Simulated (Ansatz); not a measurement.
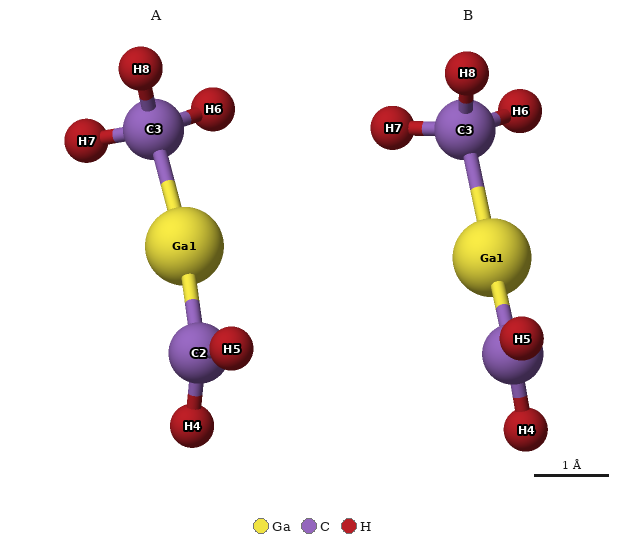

Two geometries of C2H5Ga, drawn at one scale. One is the start of a relaxation, the other its converged end. Style: ball-and-stick. Shown from a free direction.

The calculation used RKS PBE0-D4/def2-TZVP (Ansatz 0.2.0). (force threshold 0.005 eV/Å; at most 200 steps)

### Which one is relaxed?

Structure A is the relaxed one. It is one of the separated products of a reaction. H5 moves most after the best rigid fit: 0.33 Å. By element the largest moves are H 0.33 Å, Ga 0.28 Å, C 0.05 Å. Among the contacts that change: Ga1–C2 1.797 → 1.779 Å, Ga1–C3 1.946 → 1.932 Å. Among the angles between lasting bonds that change: C2–Ga1–C3 161.8° → 173.5°. After 20 accepted moves (25 points after the start) the energy has fallen by 2.71 kcal/mol. Largest force component: 0.71 eV/Å at the start, 0.0033 eV/Å at the end. The line search rejected the trial steps at points 2, 4, 16, 18, 20 of the run. The forces were under the threshold at step 14, but the run went on from there.
